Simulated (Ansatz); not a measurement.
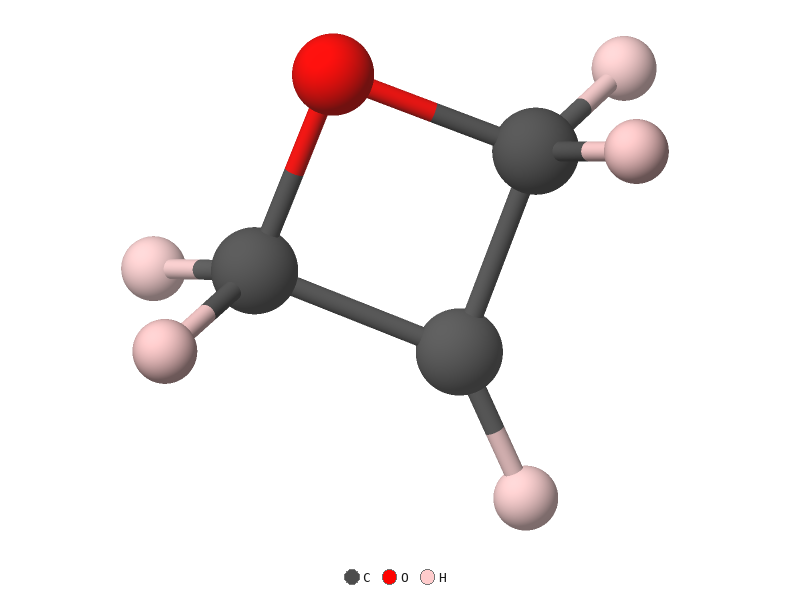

Charge +1, singlet. Computed geometry: PBE0-D4/def2-TZVP optimisation. No frequency run is at hand to confirm it as a minimum. Method: RKS PBE0-D4/def2-TZVPP (Ansatz 0.2.0).

Computed properties:

The species is C₃H₅O⁺ (`[CH+]1COC1`).
- HOMO energy (Kohn–Sham orbital): −14.33 eV
- LUMO energy (Kohn–Sham orbital): −10.14 eV
- HOMO–LUMO gap: 4.19 eV
- dispersion correction: −8.5 kJ/mol
